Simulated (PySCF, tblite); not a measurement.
# formamide (CH₃NO): dynamics, then NMR shifts and electronic excitations on frames, part 2 of 2

tblite 0.8.0 and PySCF 2.14.0. Atoms count from 0. The steps go on from the part before.

### Step 8. Excited states and response: 625 fs, PBE0/def2-SVPD

What the job is given:

```
{"job": {"kind": "uv", "xc": "PBE0", "basis": "def2-SVPD", "nstates": 5, "ntriplets": 0}, "charge": 0, "multiplicity": 1}
N     -1.342900    -0.640600    -0.168800
C     -0.088000    -1.101300    -0.359400
O      0.460900    -1.970100     0.327200
H     -1.899500    -1.149900     0.495100
H     -1.726400    -0.003200    -0.786400
H      0.434700    -0.442900    -0.993300
```

Level: TDDFT PBE0/def2-SVPD, vertical, gas phase, core orbitals frozen in the response.

Output:

```text
coarse grid: 5096 points
cycle   1  E = -169.4376875570  dE =  4.668e-01  |g| = 7.607e-01  |ddm| = 2.919e+00
cycle   2  E = -168.8280864322  dE =  6.096e-01  |g| = 1.852e+00  |ddm| = 2.913e+00
cycle   3  E = -169.5584491407  dE = -7.304e-01  |g| = 1.427e-01  |ddm| = 2.450e+00
cycle   4  E = -169.5611018591  dE = -2.653e-03  |g| = 9.369e-02  |ddm| = 1.936e-01
cycle   5  E = -169.5628997248  dE = -1.798e-03  |g| = 1.092e-02  |ddm| = 8.295e-02
cycle   6  E = -169.5629251688  dE = -2.544e-05  |g| = 4.008e-03  |ddm| = 1.280e-02
cycle   7  E = -169.5629288312  dE = -3.662e-06  |g| = 9.693e-04  |ddm| = 4.586e-03
final grid: 49528 points
cycle   8  E = -169.5874040925  dE =  2.621e-06  |g| = 1.121e-02  |ddm| = 3.242e-02
cycle   9  E = -169.5873185395  dE =  8.555e-05  |g| = 2.358e-02  |ddm| = 2.419e-02
cycle  10  E = -169.5874283981  dE = -1.099e-04  |g| = 1.252e-03  |ddm| = 1.728e-02
cycle  11  E = -169.5874287388  dE = -3.407e-07  |g| = 1.461e-04  |ddm| = 1.163e-03
cycle  12  E = -169.5874287429  dE = -4.047e-09  |g| = 8.446e-05  |ddm| = 2.085e-04
cycle  13  E = -169.5874287443  dE = -1.462e-09  |g| = 1.528e-05  |ddm| = 7.846e-05
cycle  14  E = -169.5874287444  dE = -5.605e-11  |g| = 2.790e-06  |ddm| = 1.735e-05
converged SCF energy = -169.5874287444

Static polarisability (au): isotropic 26.344, principal 18.887 25.639 34.506

Singlet excitations
state   eV       nm        f      main configurations
  1   5.3244    232.9   0.00075   H->L 0.99
  2   7.0249    176.5   0.00387   H->L+1 0.71, H-1->L 0.27
  3   7.4307    166.9   0.01477   H-1->L+1 0.93
  4   7.7301    160.4   0.22730   H-1->L 0.45, H->L+2 0.27, H->L+1 0.17
  5   8.0609    153.8   0.14799   H->L+2 0.72, H-1->L 0.18
```

Wall time 6.8 s (1 thread of Intel Xeon at 2.50GHz, shared host); peak memory 0.37 GiB.

Key values: HOMO -7.67 eV, LUMO 0.03 eV; lowest singlet 5.32 eV.

### Step 9. Nuclear shieldings: 800 fs, PBE0/pcSseg-1

What the job is given:

```
{"job": {"kind": "nmr", "xc": "PBE0", "basis": "pcSseg-1", "pop": false}, "charge": 0, "multiplicity": 1}
N     -1.074500    -0.908100    -0.779800
C      0.273100    -0.979500    -0.649100
O      0.804300    -1.489900     0.238900
H     -1.703400    -1.490000    -0.268800
H     -1.566100    -0.503100    -1.559600
H      0.758100    -0.496600    -1.538300
```

Method: GIAO PBE0/pcSseg-1 NMR shielding, non-relativistic, gas phase.

Output:

```text
coarse grid: 5096 points
cycle   1  E = -169.5391880248  dE =  5.804e-01  |g| = 7.765e-01  |ddm| = 2.062e+00
cycle   2  E = -169.1743311758  dE =  3.649e-01  |g| = 1.568e+00  |ddm| = 1.863e+00
cycle   3  E = -169.6515840248  dE = -4.773e-01  |g| = 1.524e-01  |ddm| = 1.417e+00
cycle   4  E = -169.6553629382  dE = -3.779e-03  |g| = 7.336e-02  |ddm| = 1.288e-01
cycle   5  E = -169.6563916125  dE = -1.029e-03  |g| = 1.038e-02  |ddm| = 4.221e-02
cycle   6  E = -169.6564143367  dE = -2.272e-05  |g| = 3.333e-03  |ddm| = 8.481e-03
cycle   7  E = -169.6564167897  dE = -2.453e-06  |g| = 5.843e-04  |ddm| = 3.056e-03
final grid: 49528 points
cycle   8  E = -169.6816169522  dE =  9.449e-07  |g| = 1.123e-02  |ddm| = 1.268e-02
cycle   9  E = -169.6815547489  dE =  6.220e-05  |g| = 2.155e-02  |ddm| = 1.837e-02
cycle  10  E = -169.6816397576  dE = -8.501e-05  |g| = 8.782e-04  |ddm| = 1.304e-02
cycle  11  E = -169.6816399207  dE = -1.631e-07  |g| = 1.132e-04  |ddm| = 7.609e-04
cycle  12  E = -169.6816399229  dE = -2.172e-09  |g| = 6.547e-05  |ddm| = 1.099e-04
cycle  13  E = -169.6816399237  dE = -8.359e-10  |g| = 1.782e-05  |ddm| = 4.060e-05
converged SCF energy = -169.6816399237

GIAO shielding tensors (ppm)
atom      isotropic    diamagn.    paramagn.     s11        s22        s33       span
  0 N      158.632     320.535    -161.903     71.052    162.524    242.319    171.267
  1 C       38.168     245.185    -207.017    -56.977     72.892     98.590    155.567
  2 O      -68.637     399.572    -468.208   -347.078   -187.812    328.981    676.058
  3 H       28.241      31.520      -3.280     23.557     24.645     36.520     12.962
  4 H       27.696      31.126      -3.430     24.112     25.111     33.865      9.753
  5 H       23.602      27.548      -3.946     19.928     23.017     27.860      7.932
```

Run time: 4.4 s. Hardware: 1 thread of Intel Xeon at 2.50GHz, shared host; peak memory 0.37 GiB.

This run: δ C1 148.8, N0 109.1, O2 404.7, H5 8.12, H4 4.02 ppm.

### Step 10. Ultraviolet spectrum: 800 fs, PBE0/def2-SVPD

Same as in step 9 but for these lines:

```diff
@@ -1,2 +1,2 @@
-{"job": {"kind": "nmr", "xc": "PBE0", "basis": "pcSseg-1", "pop": false}, "charge": 0, "multiplicity": 1}
+{"job": {"kind": "uv", "xc": "PBE0", "basis": "def2-SVPD", "nstates": 5, "ntriplets": 0}, "charge": 0, "multiplicity": 1}
 N     -1.074500    -0.908100    -0.779800
```

Level: TDDFT PBE0/def2-SVPD, vertical, gas phase, core orbitals frozen in the response.

Output:

```text
coarse grid: 5096 points
cycle   1  E = -169.4497547697  dE =  5.519e-01  |g| = 7.388e-01  |ddm| = 2.894e+00
cycle   2  E = -169.0707777383  dE =  3.790e-01  |g| = 1.558e+00  |ddm| = 2.469e+00
cycle   3  E = -169.5586473129  dE = -4.879e-01  |g| = 1.330e-01  |ddm| = 1.903e+00
cycle   4  E = -169.5613510554  dE = -2.704e-03  |g| = 7.326e-02  |ddm| = 1.675e-01
cycle   5  E = -169.5624530587  dE = -1.102e-03  |g| = 7.814e-03  |ddm| = 6.768e-02
cycle   6  E = -169.5624666773  dE = -1.362e-05  |g| = 2.752e-03  |ddm| = 9.477e-03
cycle   7  E = -169.5624684620  dE = -1.785e-06  |g| = 5.714e-04  |ddm| = 3.429e-03
final grid: 49528 points
cycle   8  E = -169.5870731527  dE =  2.477e-07  |g| = 1.049e-02  |ddm| = 3.633e-02
cycle   9  E = -169.5870145069  dE =  5.865e-05  |g| = 2.036e-02  |ddm| = 2.191e-02
cycle  10  E = -169.5870942792  dE = -7.977e-05  |g| = 8.703e-04  |ddm| = 1.501e-02
cycle  11  E = -169.5870944559  dE = -1.767e-07  |g| = 1.013e-04  |ddm| = 9.408e-04
cycle  12  E = -169.5870944574  dE = -1.566e-09  |g| = 6.640e-05  |ddm| = 1.784e-04
cycle  13  E = -169.5870944583  dE = -8.968e-10  |g| = 1.698e-05  |ddm| = 6.179e-05
converged SCF energy = -169.5870944583

Static polarisability (au): isotropic 26.358, principal 18.739 26.859 33.475

Singlet excitations
state   eV       nm        f      main configurations
  1   6.0688    204.3   0.00136   H->L 0.87, H->L+1 0.09
  2   7.2863    170.2   0.00653   H->L+1 0.65, H-1->L 0.22, H->L 0.10
  3   7.5148    165.0   0.01916   H-1->L+1 0.90
  4   7.9280    156.4   0.10985   H->L+2 0.61, H-1->L 0.23
  5   8.1975    151.2   0.18290   H->L+2 0.35, H-1->L 0.31, H-1->L+2 0.19
```

Run time: 7.1 s. Hardware: 1 thread of Intel Xeon at 2.50GHz, shared host; peak memory 0.37 GiB.

In short: HOMO -7.83 eV, LUMO 0.57 eV; lowest singlet 6.07 eV.

### Step 11. Shielding tensors: 1000 fs, PBE0/pcSseg-1

What the job is given:

```
{"job": {"kind": "nmr", "xc": "PBE0", "basis": "pcSseg-1", "pop": false}, "charge": 0, "multiplicity": 1}
N     -0.485600    -1.244600    -0.841200
C      0.628000    -1.230000    -0.122300
O      0.977400    -2.167600     0.608000
H     -0.904600    -2.150500    -0.886100
H     -0.757000    -0.443700    -1.427700
H      1.139000    -0.274700    -0.189600
```

Level: GIAO PBE0/pcSseg-1 NMR shielding, non-relativistic, gas phase.

Output:

```text
coarse grid: 5096 points
cycle   1  E = -169.5265999007  dE =  4.832e-01  |g| = 8.073e-01  |ddm| = 2.042e+00
cycle   2  E = -168.8469825926  dE =  6.796e-01  |g| = 1.957e+00  |ddm| = 2.473e+00
cycle   3  E = -169.6551962109  dE = -8.082e-01  |g| = 1.623e-01  |ddm| = 2.028e+00
cycle   4  E = -169.6586545921  dE = -3.458e-03  |g| = 1.070e-01  |ddm| = 1.549e-01
cycle   5  E = -169.6608508796  dE = -2.196e-03  |g| = 1.331e-02  |ddm| = 5.684e-02
cycle   6  E = -169.6608852667  dE = -3.439e-05  |g| = 5.172e-03  |ddm| = 1.025e-02
cycle   7  E = -169.6608911847  dE = -5.918e-06  |g| = 1.167e-03  |ddm| = 4.689e-03
final grid: 49528 points
cycle   8  E = -169.6853970372  dE =  5.835e-06  |g| = 1.251e-02  |ddm| = 1.273e-02
cycle   9  E = -169.6852973527  dE =  9.968e-05  |g| = 2.610e-02  |ddm| = 2.236e-02
cycle  10  E = -169.6854258931  dE = -1.285e-04  |g| = 1.296e-03  |ddm| = 1.641e-02
cycle  11  E = -169.6854262197  dE = -3.266e-07  |g| = 1.773e-04  |ddm| = 9.466e-04
cycle  12  E = -169.6854262256  dE = -5.919e-09  |g| = 9.570e-05  |ddm| = 1.694e-04
cycle  13  E = -169.6854262274  dE = -1.838e-09  |g| = 1.709e-05  |ddm| = 5.512e-05
cycle  14  E = -169.6854262275  dE = -6.611e-11  |g| = 1.792e-06  |ddm| = 1.750e-05
converged SCF energy = -169.6854262275

GIAO shielding tensors (ppm)
atom      isotropic    diamagn.    paramagn.     s11        s22        s33       span
  0 N      142.189     322.127    -179.938     34.849    153.646    238.072    203.223
  1 C       18.857     248.446    -229.589    -82.106     36.168    102.508    184.614
  2 O     -112.380     396.393    -508.772   -402.792   -232.585    298.237    701.029
  3 H       26.614      30.180      -3.567     23.173     23.739     32.929      9.756
  4 H       25.913      30.965      -5.052     22.712     23.555     31.473      8.761
  5 H       23.830      30.215      -6.385     21.322     23.878     26.289      4.967
```

Run time: 5.2 s. Hardware: 1 thread of Intel Xeon at 2.50GHz, shared host; peak memory 0.37 GiB.

In short: δ C1 168.1, N0 125.5, O2 448.5, H5 7.89, H4 5.80 ppm.

### Step 12. Excited states and response: 1000 fs, PBE0/def2-SVPD

Same as in step 11 but for these lines:

```diff
@@ -1,2 +1,2 @@
-{"job": {"kind": "nmr", "xc": "PBE0", "basis": "pcSseg-1", "pop": false}, "charge": 0, "multiplicity": 1}
+{"job": {"kind": "uv", "xc": "PBE0", "basis": "def2-SVPD", "nstates": 5, "ntriplets": 0}, "charge": 0, "multiplicity": 1}
 N     -0.485600    -1.244600    -0.841200
```

With the program's defaults for keys left out, this is: TDDFT PBE0/def2-SVPD, vertical, gas phase, core orbitals frozen in the response.

Output:

```text
coarse grid: 5096 points
cycle   1  E = -169.4376892710  dE =  4.538e-01  |g| = 7.706e-01  |ddm| = 2.832e+00
cycle   2  E = -168.7422897852  dE =  6.954e-01  |g| = 1.947e+00  |ddm| = 3.310e+00
cycle   3  E = -169.5630347639  dE = -8.207e-01  |g| = 1.384e-01  |ddm| = 2.862e+00
cycle   4  E = -169.5651000610  dE = -2.065e-03  |g| = 1.028e-01  |ddm| = 1.940e-01
cycle   5  E = -169.5672671393  dE = -2.167e-03  |g| = 1.032e-02  |ddm| = 8.702e-02
cycle   6  E = -169.5672890898  dE = -2.195e-05  |g| = 4.046e-03  |ddm| = 1.245e-02
cycle   7  E = -169.5672928797  dE = -3.790e-06  |g| = 1.065e-03  |ddm| = 4.808e-03
final grid: 49528 points
cycle   8  E = -169.5912109809  dE =  3.864e-06  |g| = 1.149e-02  |ddm| = 2.954e-02
cycle   9  E = -169.5911218853  dE =  8.910e-05  |g| = 2.408e-02  |ddm| = 2.477e-02
cycle  10  E = -169.5912366696  dE = -1.148e-04  |g| = 1.370e-03  |ddm| = 1.752e-02
cycle  11  E = -169.5912370733  dE = -4.037e-07  |g| = 1.486e-04  |ddm| = 1.246e-03
cycle  12  E = -169.5912370774  dE = -4.081e-09  |g| = 9.097e-05  |ddm| = 2.156e-04
cycle  13  E = -169.5912370791  dE = -1.723e-09  |g| = 1.470e-05  |ddm| = 8.255e-05
cycle  14  E = -169.5912370791  dE = -5.144e-11  |g| = 2.001e-06  |ddm| = 1.638e-05
converged SCF energy = -169.5912370791

Static polarisability (au): isotropic 26.790, principal 18.855 26.385 35.130

Singlet excitations
state   eV       nm        f      main configurations
  1   5.4776    226.3   0.00042   H->L 0.99
  2   6.8885    180.0   0.00208   H->L+1 0.80, H-1->L 0.19
  3   7.2045    172.1   0.00720   H-1->L+1 0.99
  4   7.7349    160.3   0.20383   H->L+2 0.43, H-1->L 0.42, H->L+1 0.09
  5   7.9989    155.0   0.18916   H->L+2 0.57, H-1->L 0.31
```

Wall time 6.4 s (1 thread of Intel Xeon at 2.50GHz, shared host); peak memory 0.37 GiB.

In short: HOMO -7.62 eV, LUMO 0.22 eV; lowest singlet 5.48 eV.

### Step 13. Comparing the runs: NMR shifts

Shifts (ppm), with basis size and wall time:

```
  frame     C1    H5    H3    H4     N0     O2  functions   time
 250 fs  160.7  8.04  5.16  4.57  119.0  441.5         66  7.6 s
 425 fs  167.1  9.39  5.06  5.90  122.5  475.2         66  4.5 s
 625 fs  169.4  7.54  4.94  4.19  123.4  468.3         66  4.2 s
 800 fs  148.8  8.12  3.48  4.02  109.1  404.7         66  4.4 s
1000 fs  168.1  7.89  5.10  5.80  125.5  448.5         66  5.2 s
```

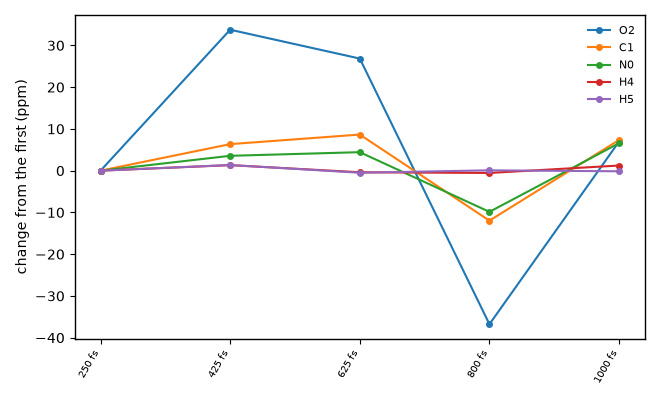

How five of the tabulated atoms move from run to run.

### Step 14. Comparing the runs: electronic excitations

Excitations and ground-state properties, with basis size and wall time:

```
  frame  lowest singlet (eV)  brightest (eV)      f  gap (eV)  α (Å³)  μ (D)  functions   time
 250 fs                 5.63            7.97  0.173      8.00    3.98   4.06         87  8.4 s
 425 fs                 5.48            7.98  0.308      7.84    4.13   3.97         87    7 s
 625 fs                 5.32            7.73  0.227      7.69    3.90   4.17         87  6.8 s
 800 fs                 6.07            8.20  0.183      8.40    3.91   3.69         87  7.1 s
1000 fs                 5.48            7.73  0.204      7.84    3.97   4.29         87  6.4 s
```

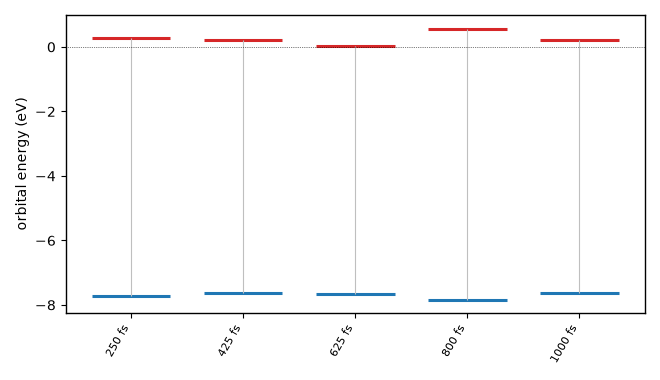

HOMO (blue) and LUMO (red) run by run.

### Step 15. Outcome

The summary covers parts 1 to 2.

| quantity | value |
| --- | --- |
| thermostat | 300 K |
| mean temperature, second half | 308 K |
| mean potential energy above the minimum | 0.16 eV |
| ¹³C shifts against TMS (PBE0/pcSseg-1, 250 fs) | 160.7 ppm |
| ¹H shifts against TMS (PBE0/pcSseg-1, 250 fs) | 8.04, 5.16, 4.57 ppm |
| ¹⁵N shifts against NH3 (PBE0/pcSseg-1, 250 fs) | 119.0 ppm |
| ¹⁷O shifts against H2O (PBE0/pcSseg-1, 250 fs) | 441.5 ppm |
| surface potential, least and greatest | -2.01 V and 2.28 V |
| lowest singlet (PBE0/def2-SVPD, 250 fs) | 5.63 eV (220 nm), f = 0.001 |
| brightest single state of those computed | state 5, 7.97 eV, f = 0.173 |
| range of the shift of O2 | 404.7 to 475.2 ppm |
| range of the lowest singlet | 5.32 to 6.07 eV |

In the second half the potential energy averages 0.16 eV above the minimum; equipartition over 12 harmonic modes at 300 K would give 0.16 eV. With 6 atoms the temperature swings widely (96 to 538 K). Shifts at one fixed geometry are not the observed spectrum, which averages over the motion. In the first frame run (250 fs): The widest tensor belongs to O2: span 731 ppm, with a paramagnetic part of -503 ppm. The first singlet state (HOMO→LUMO 0.98) lies at 5.63 eV and is dark; of the 5 states computed, the strongest absorption comes from state 5 at 7.97 eV (the last computed, so partners may be missing). States above −ε(HOMO) lie where TDDFT describes them poorly and they hang on the basis; the brightest is among them. Across the 5 runs the shift of O2 moves most, between 404.7 (800 fs) and 475.2 ppm (425 fs). The lowest singlet runs from 5.32 eV (625 fs) to 6.07 eV (800 fs), while the orbital gap spans 7.69 to 8.40 eV. The lowest state need not be the same one in every run.
